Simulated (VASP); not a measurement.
# LiVO2 with r2SCAN: from relaxation to properties, part 3 of 5

Aim: relax LiVO2, then compute properties on the relaxed cell. Left out of this account: 1 further run (phonons: its modes failed a check). The start is a cell from a database of measured crystal structures.

VASP 6.6.1, plane waves and PAW; the level of theory is named at each step.

So far, gap on the k-mesh (eV): step 4 (magnetic order: antiferromagnetic, q = (1/2, 1/2, 1/2)) 0.473.

## 5. Magnetic order: antiferromagnetic, q = (1/2, 1/2, 0)

Level of this step: r2SCAN, spin-polarised from an antiferromagnetic start; plane waves and PAW (Li_sv, V_sv, O) (VASP).

Next, a pattern with opposite moments, which needs a doubled cell; q is given in the reciprocal vectors of the primitive cell.

INCAR

```
SYSTEM = LiVO2
PREC = Accurate
ENCUT = 650
EDIFF = 1E-06
NELM = 100
ISMEAR = 0
SIGMA = 0.05
LREAL = .FALSE.
ALGO = Normal
METAGGA = R2SCAN
LASPH = .TRUE.
NBANDS = 40
ISPIN = 2
MAGMOM = 0 0 2 -2 0 0 0 0
LMAXMIX = 4
LORBIT = 11
LWAVE = .FALSE.
LCHARG = .FALSE.
KPAR = 8
ISIF = 2
```

POSCAR

```
LiVO2
1.0
   -5.6746000000      0.0000000000      0.0000000000
   -1.4186500000     -2.4571738782      0.0000000000
    1.4186500000      0.8190579594      4.9244666667
Li V O
2 2 4
Direct
    0.0000000000      0.0000000000      0.0000000000
    0.5000000000      0.0000000000      0.0000000000
    0.7500000000      0.5000000000      0.5000000000
    0.2500000000      0.5000000000      0.5000000000
    0.1209000000      0.2418000000      0.7254000000
    0.6209000000      0.2418000000      0.7254000000
    0.8791000000      0.7582000000      0.2746000000
    0.3791000000      0.7582000000      0.2746000000
```

KPOINTS

```
Automatic mesh
0
Gamma
9 9 9
0 0 0
```

Potentials, in the order of the species: Li_sv, V_sv and O (PBE family, release 64).

Command:

```
$ mpirun -np 8 vasp_std
```

What it wrote:

```text
[... set-up lines as in an earlier step ...]
 entering main loop
       N       E                     dE             d eps       ncg     rms          rms(c)
DAV:   1     0.783923953499E+03    0.78392E+03   -0.35430E+04 32808   0.188E+03
DAV:   2    -0.372963117197E+02   -0.82122E+03   -0.78089E+03 34792   0.548E+02
DAV:   3    -0.102228500766E+03   -0.64932E+02   -0.63935E+02 44592   0.161E+02
DAV:   4    -0.104684535371E+03   -0.24560E+01   -0.24416E+01 53144   0.258E+01
DAV:   5    -0.104758673554E+03   -0.74138E-01   -0.74130E-01 42648   0.324E+00    0.469E+01
DAV:   6    -0.765814656089E+02    0.28177E+02   -0.60496E+01 36992   0.671E+01    0.129E+01
DAV:   7    -0.771512010908E+02   -0.56974E+00   -0.84698E+00 34752   0.266E+01    0.143E+01
DAV:   8    -0.772243594957E+02   -0.73158E-01   -0.59696E-01 42448   0.463E+00    0.749E+00
DAV:   9    -0.773050680895E+02   -0.80709E-01   -0.92684E-01 40056   0.419E+00    0.198E+00
DAV:  10    -0.773305336427E+02   -0.25466E-01   -0.19203E-01 40648   0.230E+00    0.175E+00
DAV:  11    -0.773389549978E+02   -0.84214E-02   -0.50985E-02 37104   0.149E+00    0.844E-01
DAV:  12    -0.773470533882E+02   -0.80984E-02   -0.14547E-02 36528   0.737E-01    0.256E-01
DAV:  13    -0.773480132443E+02   -0.95986E-03   -0.19942E-03 37776   0.261E-01    0.154E-01
DAV:  14    -0.773484047409E+02   -0.39150E-03   -0.15110E-03 37224   0.149E-01    0.723E-02
DAV:  15    -0.773484737747E+02   -0.69034E-04   -0.31180E-04 42712   0.677E-02    0.336E-02
DAV:  16    -0.773484897720E+02   -0.15997E-04   -0.60071E-05 39360   0.370E-02    0.157E-02
DAV:  17    -0.773484890717E+02    0.70028E-06   -0.94088E-06 36504   0.214E-02
   1 F= -.77348489E+02 E0= -.77348489E+02  d E =-.193307E-14  mag=    -0.0000
```

Run time: 5.7 min. Hardware: 8 MPI ranks of Intel Xeon 6975P-C (Granite Rapids), shared host; peak memory 8.5 GiB.

OUTCAR, selected parts (step 5):

```text
   k-points           NKPTS =    205   k-points in BZ     NKDIM =    205   number of bands    NBANDS=     40

   NELECT =      56.0000    total number of electrons

 E-fermi :   7.6221

 spin component 1
 k-point     1 :       0.0000    0.0000    0.0000
  band No.  band energies     occupation
    ...
     24       3.6867      1.00000
     25       4.2370      1.00000
     26       4.2567      1.00000
     27       6.5351      1.00000
     28       6.9129      1.00000
     29       7.9020      0.00000
     30       8.8885      0.00000
     31      10.4017      0.00000
     32      10.4315      0.00000
     33      11.1920      0.00000
    ...

 k-point     2 :       0.1111   -0.0000    0.0000
  band No.  band energies     occupation
    ...
     24       3.7550      1.00000
     25       4.0693      1.00000
     26       4.1668      1.00000
     27       6.5542      1.00000
     28       6.9640      1.00000
     29       7.9415      0.00000
     30       8.8734      0.00000
     31      10.3857      0.00000
     32      10.4427      0.00000
     33      11.1658      0.00000
    ...

  Total        5.6289641      4.5596831      2.5326485     -0.9260245      0.8458025     -1.4648664
  in kB      131.3435384    106.3934516     59.0956009    -21.6074091     19.7355484    -34.1804877
  external PRESSURE =      98.9441970 kB  Pullay stress =       0.0000000 kB

 POSITION                                       TOTAL-FORCE (eV/Angst)
 -----------------------------------------------------------------------------------
      0.00000      0.00000      0.00000         0.000000      0.000000      0.000000
     -2.83730      0.00000      0.00000         0.000000      0.000000      0.000000
     -4.25595     -0.81906      2.46223         0.000000      0.000000      0.000000
     -1.41865     -0.81906      2.46223         0.000000      0.000000     -0.000000
      0.00000      0.00000      3.57221        -0.332337      0.191875      1.201300
     -2.83730      0.00000      3.57221        -0.332337      0.191875      1.201300
     -5.67460     -1.63812      1.35226         0.332337     -0.191875     -1.201300
     -2.83730     -1.63812      1.35226         0.332337     -0.191875     -1.201300
 -----------------------------------------------------------------------------------
    total drift:                               -0.000000      0.000000      0.000000

  FREE ENERGIE OF THE ION-ELECTRON SYSTEM (eV)
  ---------------------------------------------------
  free  energy   TOTEN  =       -77.3484890717 eV

  energy  without entropy=      -77.3484890717  energy(sigma->0) =      -77.34848907

 magnetization (x)
# of ion       s       p       d       tot
------------------------------------------
    1        0.000   0.000   0.000   0.000
    2        0.000   0.000   0.000   0.000
    3        0.013   0.015   1.623   1.652
    4       -0.013  -0.015  -1.623  -1.652
    5        0.000   0.007   0.000   0.007
    6       -0.000  -0.007   0.000  -0.007
    7       -0.000  -0.007   0.000  -0.007
    8        0.000   0.007   0.000   0.007
--------------------------------------------------
tot          0.000   0.000   0.000   0.000

[... 4 parts as in an earlier step ...]

[... 12 further parts left out ...]
```

This step gave:

```yaml
irreducible_k_points: 205
free_energy_toten: -77.3485 eV
fermi_energy: 7.622 eV
pressure: 9.894 GPa
valence_top_at_k: -0.4444, 0.2222, 0
least_direct_gap_at_k: 0.1111, -0.2222, 0.1111
gap_on_the_k_mesh: 0.5336 eV
least_direct_gap_on_the_k_mesh: 0.6177 eV
```

Force by atom:

```tsv
atom	x (eV/Å)	y (eV/Å)	z (eV/Å)	size
Li1	0.00	0.00	0.00	0.00
Li2	0.00	0.00	0.00	0.00
V3	0.00	0.00	0.00	0.00
V4	0.00	0.00	0.00	0.00
O5	-0.33	0.19	1.20	1.26
O6	-0.33	0.19	1.20	1.26
O7	0.33	-0.19	-1.20	1.26
O8	0.33	-0.19	-1.20	1.26
```

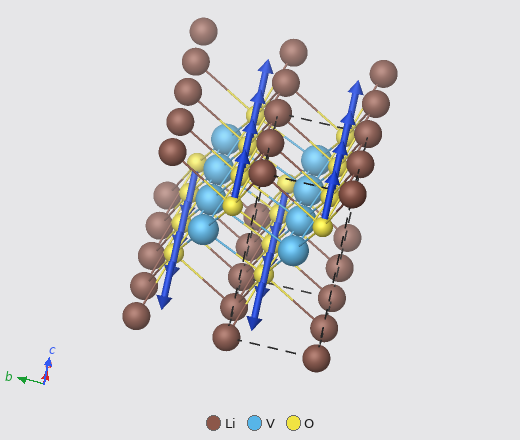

Force as arrows, the longest 1.26 eV/Å. Bonds to atoms that aren't drawn are left out. 2×2×1 cells are drawn. Some periodic images of atoms are drawn too.

The energy lies -22.8 meV an atom from the first pattern. The run ends antiferromagnetic with a largest moment of 1.65 μB, and the mesh shows a gap of 0.53 eV.

## 6. The orders side by side

This step: collinear orders at r2SCAN; plane waves and PAW (VASP 6.6.1).

No new run; the numbers come from the runs before.

Patterns, by row:

```tsv
start	atoms	energy less that of the first (meV/atom)	largest site moment (μB)	end state
ferromagnetic	4	0	1.82	ferromagnetic
antiferromagnetic, q = (0, 0, 1/2)	8	-0.5	1.82	antiferromagnetic
antiferromagnetic, q = (1/2, 1/2, 1/2)	8	-22.9	1.65	antiferromagnetic
antiferromagnetic, q = (1/2, 1/2, 0)	8	-22.8	1.65	antiferromagnetic
```

The session goes on in the lowest magnetic state found: antiferromagnetic, q = (1/2, 1/2, 1/2). The next one lies 0.1 meV an atom higher. Differences this small don't decide the order on unrelaxed cells.

## 7. Relaxing cell and atoms (r2SCAN)

This step: r2SCAN, spin-polarised from an antiferromagnetic start; plane waves and PAW (Li_sv, V_sv, O) (VASP 6.6.1).

The start need not lie at this functional's minimum. ISIF = 3 frees volume, shape and positions, and EDIFFG sets the threshold on forces and stress at which the search stops.

Changes to INCAR since step 5:

```diff
@@ -13,3 +13,3 @@
 ISPIN = 2
-MAGMOM = 0 0 2 -2 0 0 0 0
+MAGMOM = -0 0 1.65 -1.65 0.01 -0.01 -0.01 0.01
 LMAXMIX = 4
@@ -19,2 +19,5 @@
 KPAR = 8
-ISIF = 2
+IBRION = 2
+NSW = 60
+ISIF = 3
+EDIFFG = -0.01
```

POSCAR

```
LiVO2
1.0
   -5.6746000000      0.0000000000      0.0000000000
   -1.4186500000     -2.4571738782      0.0000000000
   -1.4186500000      0.8190579594      4.9244666667
Li V O
2 2 4
Direct
    0.0000000000      0.0000000000      0.0000000000
    0.5000000000      0.0000000000      0.0000000000
    0.5000000000      0.5000000000      0.5000000000
    0.0000000000      0.5000000000      0.5000000000
    0.7582000000      0.2418000000      0.7254000000
    0.2582000000      0.2418000000      0.7254000000
    0.7418000000      0.7582000000      0.2746000000
    0.2418000000      0.7582000000      0.2746000000
```

KPOINTS

```
Automatic mesh
0
Gamma
9 9 5
0 0 0
```

Command:

```
$ mpirun -np 8 vasp_std
```

What it wrote:

```text
[... set-up lines as in an earlier step ...]
 entering main loop
       N       E                     dE             d eps       ncg     rms          rms(c)
DAV:   1     0.782871561837E+03    0.78287E+03   -0.35497E+04 18408   0.188E+03
DAV:   2    -0.374009825910E+02   -0.82027E+03   -0.78064E+03 19376   0.548E+02
DAV:   3    -0.102486084834E+03   -0.65085E+02   -0.64041E+02 24968   0.160E+02
DAV:   4    -0.104968227672E+03   -0.24821E+01   -0.24671E+01 29440   0.259E+01
DAV:   5    -0.105050832850E+03   -0.82605E-01   -0.82597E-01 23904   0.343E+00    0.470E+01
DAV:   6    -0.766966680453E+02    0.28354E+02   -0.63282E+01 20736   0.677E+01    0.128E+01
DAV:   7    -0.771460977591E+02   -0.44943E+00   -0.90615E+00 19296   0.276E+01    0.143E+01
DAV:   8    -0.772174490753E+02   -0.71351E-01   -0.80005E-01 24048   0.511E+00    0.697E+00
DAV:   9    -0.773056441680E+02   -0.88195E-01   -0.90167E-01 22600   0.410E+00    0.218E+00
DAV:  10    -0.773318491203E+02   -0.26205E-01   -0.18286E-01 24392   0.223E+00    0.172E+00
DAV:  11    -0.773405135019E+02   -0.86644E-02   -0.38596E-02 20696   0.145E+00    0.818E-01
DAV:  12    -0.773476903098E+02   -0.71768E-02   -0.12464E-02 20944   0.654E-01    0.247E-01
DAV:  13    -0.773486347258E+02   -0.94442E-03   -0.19559E-03 21168   0.244E-01    0.136E-01
DAV:  14    -0.773489481559E+02   -0.31343E-03   -0.13020E-03 20904   0.138E-01    0.670E-02
DAV:  15    -0.773490223928E+02   -0.74237E-04   -0.20692E-04 21928   0.611E-02    0.294E-02
DAV:  16    -0.773490320418E+02   -0.96489E-05   -0.64722E-05 22440   0.359E-02    0.139E-02
DAV:  17    -0.773490299159E+02    0.21259E-05   -0.52823E-06 19904   0.181E-02    0.546E-03
DAV:  18    -0.773490331928E+02   -0.32769E-05   -0.79934E-07 11328   0.586E-03    0.257E-03
DAV:  19    -0.773490322294E+02    0.96335E-06   -0.22183E-07 10792   0.315E-03
   1 F= -.77349032E+02 E0= -.77349032E+02  d E =-.773490E+02  mag=     0.0000
 curvature:   0.00 expect dE= 0.000E+00 dE for cont linesearch  0.000E+00
 trial: gam= 0.00000 g(F)=  0.306E+00 g(S)=  0.400E+00 ort = 0.000E+00 (trialstep = 0.100E+01)
 search vector abs. value=  0.706E+00
 bond charge predicted
       N       E                     dE             d eps       ncg     rms          rms(c)
DAV:   1    -0.797513877114E+02   -0.24024E+01   -0.16696E+02 19056   0.964E+01    0.180E+01
DAV:   2    -0.776631178098E+02    0.20883E+01   -0.82931E+00 19328   0.253E+01    0.717E+00
DAV:   3    -0.774278464947E+02    0.23527E+00   -0.15371E+00 21952   0.725E+00    0.464E+00
DAV:   4    -0.773939151895E+02    0.33931E-01   -0.23069E-01 20528   0.417E+00    0.102E+00
DAV:   5    -0.773866789155E+02    0.72363E-02   -0.62072E-02 22608   0.127E+00    0.579E-01
DAV:   6    -0.773851260155E+02    0.15529E-02   -0.99845E-03 25304   0.536E-01    0.335E-01
DAV:   7    -0.773854339827E+02   -0.30797E-03   -0.25443E-03 22800   0.290E-01    0.166E-01
DAV:   8    -0.773854804005E+02   -0.46418E-04   -0.43178E-04 22864   0.182E-01    0.402E-02
DAV:   9    -0.773854756350E+02    0.47655E-05   -0.74976E-05 21120   0.718E-02    0.201E-02
DAV:  10    -0.773854709576E+02    0.46774E-05   -0.12467E-05 24792   0.206E-02    0.959E-03
DAV:  11    -0.773854691564E+02    0.18012E-05   -0.67487E-06 14464   0.112E-02    0.551E-03
DAV:  12    -0.773854660275E+02    0.31289E-05   -0.50238E-06 11408   0.863E-03    0.326E-03
DAV:  13    -0.773854651124E+02    0.91504E-06   -0.11417E-06 10864   0.520E-03
   2 F= -.77385465E+02 E0= -.77385465E+02  d E =-.364329E-01  mag=    -0.0000
[... from here on, the cycles between the ionic steps are left out ...]
   3 F= -.77524511E+02 E0= -.77524511E+02  d E =-.175479E+00  mag=     0.0000
   4 F= -.77524541E+02 E0= -.77524541E+02  d E =-.175509E+00  mag=     0.0000
   5 F= -.77548806E+02 E0= -.77548806E+02  d E =-.242645E-01  mag=     0.0000
   6 F= -.77551349E+02 E0= -.77551349E+02  d E =-.268071E-01  mag=     0.0000
   7 F= -.77556536E+02 E0= -.77556536E+02  d E =-.518781E-02  mag=     0.0000
   8 F= -.77556666E+02 E0= -.77556666E+02  d E =-.531708E-02  mag=     0.0000
   9 F= -.77556877E+02 E0= -.77556877E+02  d E =-.211039E-03  mag=    -0.0000
  10 F= -.77556999E+02 E0= -.77556999E+02  d E =-.333396E-03  mag=     0.0000
  11 F= -.77556997E+02 E0= -.77556997E+02  d E =-.331458E-03  mag=    -0.0000
 curvature:  -0.37 expect dE=-0.345E-04 dE for cont linesearch -0.287E-08
 trial: gam= 0.10656 g(F)=  0.626E-04 g(S)=  0.297E-04 ort =-0.312E-05 (trialstep = 0.933E+00)
 search vector abs. value=  0.106E-03
 bond charge predicted
       N       E                     dE             d eps       ncg     rms          rms(c)
DAV:   1    -0.775571393624E+02   -0.14179E-03   -0.19235E-02 18432   0.923E-01    0.826E-02
DAV:   2    -0.775570808602E+02    0.58502E-04   -0.49284E-04 22064   0.173E-01    0.478E-02
DAV:   3    -0.775570396969E+02    0.41163E-04   -0.38619E-05 20896   0.413E-02    0.232E-02
DAV:   4    -0.775570559244E+02   -0.16228E-04   -0.48734E-06 21232   0.210E-02    0.152E-02
DAV:   5    -0.775570571362E+02   -0.12118E-05   -0.99175E-07 12272   0.770E-03    0.479E-03
DAV:   6    -0.775570597309E+02   -0.25947E-05   -0.23096E-07 10208   0.370E-03    0.149E-03
DAV:   7    -0.775570594495E+02    0.28135E-06   -0.72726E-08  9840   0.195E-03
  12 F= -.77557059E+02 E0= -.77557059E+02  d E =-.624102E-04  mag=    -0.0000
 trial-energy change:   -0.000062  1 .order   -0.000049   -0.000086   -0.000013
 step:   1.0113(harm=  1.1013)  dis= 0.00090  next Energy=   -77.557060 (dE=-0.630E-04)
 reached required accuracy - stopping structural energy minimisation
```

Elapsed: 21 min, on 8 MPI ranks; peak memory 6 GiB.

From OUTCAR (step 7):

```text
   NELECT =      56.0000    total number of electrons

 E-fermi :   7.0678

 spin component 1
 k-point     1 :       0.0000    0.0000    0.0000
  band No.  band energies     occupation
    ...
     24       3.7163      1.00000
     25       3.9683      1.00000
     26       3.9882      1.00000
     27       5.9837      1.00000
     28       6.3735      1.00000
     29       7.3635      0.00000
     30       8.3658      0.00000
     31       9.9651      0.00000
     32       9.9860      0.00000
     33      10.5540      0.00000
    ...

 k-point     2 :       0.1111    0.0000   -0.0000
  band No.  band energies     occupation
    ...
     24       3.7157      1.00000
     25       3.8258      1.00000
     26       3.9165      1.00000
     27       6.0285      1.00000
     28       6.4123      1.00000
     29       7.3995      0.00000
     30       8.3660      0.00000
     31       9.9313      0.00000
     32       9.9883      0.00000
     33      10.4957      0.00000
    ...

  Total       -0.0115329     -0.0135715      0.0093246     -0.0017655      0.0040220     -0.0072027
  in kB       -0.2633233     -0.3098707      0.2129033     -0.0403112      0.0918317     -0.1644536
  external PRESSURE =      -0.1200969 kB  Pullay stress =       0.0000000 kB

 POSITION                                       TOTAL-FORCE (eV/Angst)
 -----------------------------------------------------------------------------------
     -0.00000     -0.00000      0.00000         0.000000     -0.000000      0.000000
     -2.89937      0.01451      0.01872         0.000000     -0.000000     -0.000000
     -4.36158     -0.80072      2.44888         0.000000     -0.000000      0.000000
     -1.46221     -0.81523      2.43015         0.000000     -0.000000      0.000000
     -5.83663      0.05091      3.59842        -0.003845      0.002220      0.002722
     -2.93726      0.03639      3.57969        -0.003845      0.002220      0.002722
     -5.78589     -1.63783      1.31806         0.003845     -0.002220     -0.002722
     -2.88652     -1.65234      1.29933         0.003845     -0.002220     -0.002722
 -----------------------------------------------------------------------------------
    total drift:                                0.000000      0.000000     -0.000000

  FREE ENERGIE OF THE ION-ELECTRON SYSTEM (eV)
  ---------------------------------------------------
  free  energy   TOTEN  =       -77.5570594495 eV

  energy  without entropy=      -77.5570594495  energy(sigma->0) =      -77.55705945

 reached required accuracy - stopping structural energy minimisation

 magnetization (x)
# of ion       s       p       d       tot
------------------------------------------
    1       -0.000  -0.000   0.000  -0.001
    2        0.000   0.000   0.000   0.001
    3        0.014   0.015   1.671   1.700
    4       -0.014  -0.015  -1.671  -1.700
    5        0.000   0.007   0.000   0.007
    6       -0.000  -0.007   0.000  -0.007
    7       -0.000  -0.007   0.000  -0.007
    8        0.000   0.007   0.000   0.007
--------------------------------------------------
tot          0.000   0.000   0.000   0.000

[... 7 parts as in an earlier step ...]

[... 10 further parts left out ...]
```

The magnetic order is the lowest of the few collinear ones that converged above; longer or canted patterns were not tried. The cell is doubled for it, so bands and modes from the zone boundary of the chemical cell fold onto Γ and the labels are those of the larger cell. The run keeps the 4 symmetry operations of its start, so it cannot find a distortion of lower symmetry.

Step by step:

```tsv
step	energy less that of the first step (eV)	largest force (eV/Å)	pressure (GPa)	volume (Å³)
1	0.0000	1.2595	9.89	68.66
2	-0.0364	0.8940	-10.48	74.05
3	-0.1755	0.1227	-1.87	71.40
4	-0.1755	0.1307	-1.66	71.34
5	-0.1998	0.1005	-0.47	70.75
6	-0.2023	0.1543	0.10	70.50
7	-0.2075	0.0212	-0.45	70.41
8	-0.2076	0.0169	-0.52	70.39
9	-0.2078	0.0343	0.28	70.09
10	-0.2080	0.0158	-0.03	70.21
11	-0.2080	0.0180	0.01	70.20
12	-0.2080	0.0052	-0.01	70.17
```

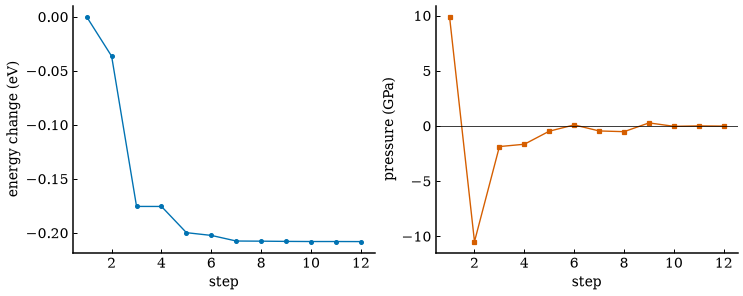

Energy and pressure along the relaxation.

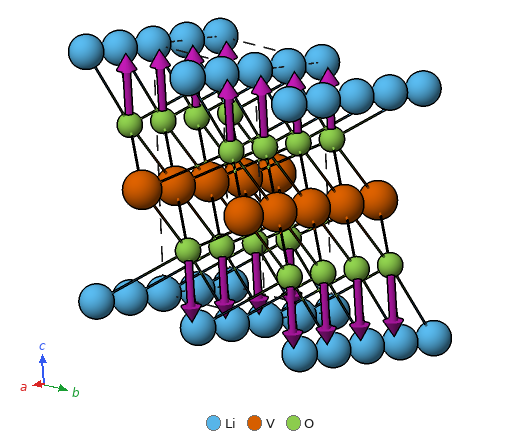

Displacements in the relaxation, exaggerated, measured against the changing cell; the longest in the cell stands for 0.05 Å. Bonds to atoms that aren't drawn are left out. 2×2×1 cells are drawn. Some periodic images of atoms are drawn too.

```tsv
cell as run	before	after	change
a (Å)	5.675	5.799	+2.2 %
b (Å)	2.837	2.874	+1.3 %
c (Å)	5.190	5.155	-0.7 %
β (°)	74.14	72.82	-1.8 %
γ (°)	60.00	60.29	+0.5 %
volume (Å³/atom)	8.58	8.77	+2.2 %
```

The atoms that moved most (Å, as changes of fractional coordinates times the final cell):

```tsv
atom	dx	dy	dz	length
O7	0.014	-0.008	-0.044	0.047
O8	0.014	-0.008	-0.044	0.047
O5	-0.014	0.008	0.044	0.047
O6	-0.014	0.008	0.044	0.047
```

Final coordinates:

```
Li V O
1.0
    -5.79873    0.02902    0.03745
    -1.43712   -2.48916    0.00000
    -1.48730    0.85870    4.86031
Li V O
2 2 4
Cartesian
  0.0000 0.0000 0.0000
  -2.8994 0.0145 0.0187
  -4.3616 -0.8007 2.4489
  -1.4622 -0.8152 2.4302
  -5.8366 0.0509 3.5984
  -2.9373 0.0364 3.5797
  -5.7859 -1.6378 1.3181
  -2.8865 -1.6523 1.2993
```

This step gave:

| Item | Value |
| --- | --- |
| irreducible k-points | 115 |
| free energy (TOTEN) | -77.5571 eV |
| Fermi energy | 7.068 eV |
| pressure | -0.01201 GPa |
| valence top at k | -0.1111, 0.2222, 0.2 |
| least direct gap at k | 0, 0.2222, 0 |
| SCF cycles over all ionic steps | 123 |
| gap on the k-mesh | 0.5102 eV |
| least direct gap on the k-mesh | 0.6816 eV |

Spin moment in the PAW sphere by atom:

```tsv
atom	spin moment in the PAW sphere (μB)
Li1	0.00
Li2	0.00
V3	1.70
V4	-1.70
O5	0.01
O6	-0.01
O7	-0.01
O8	0.01
```

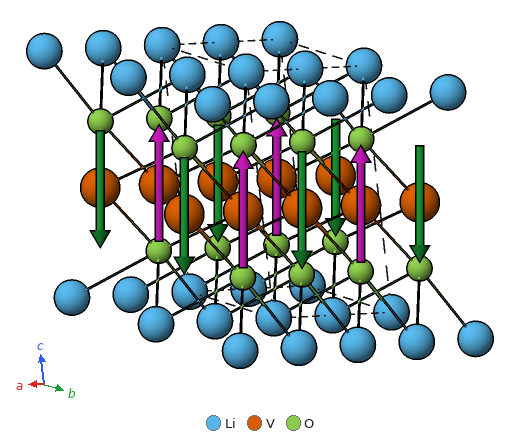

Spin moment in the PAW sphere as arrows, the longest 1.7 μB. Up and down stand for the sign. Arrows give size and sign along the axis of quantisation, drawn up and down the page. The two directions have two colours. Bonds to atoms that aren't drawn are left out. 2×2×1 cells are drawn. Some periodic images of atoms are drawn too.

It ends with a largest force of 0.005 eV/Å and a pressure of -0.01 GPa.

[end of part 3 of 5]

[Lines on the potential files, build, host, timing and source positions are cut from VASP's logs without a mark.]

[Logs are printed without paths, hosts, clocks, repeated set-up lines and the standing remarks that a program may print on its own settings, such as how far it seeks lower states.]

[Hosts, paths, dates, database ids (printed as entryN), source tags and the programs' standing remarks are cut or masked in the printed files.]

[A measured line is paired with the nearest computed mode of its activity, which favours agreement.]
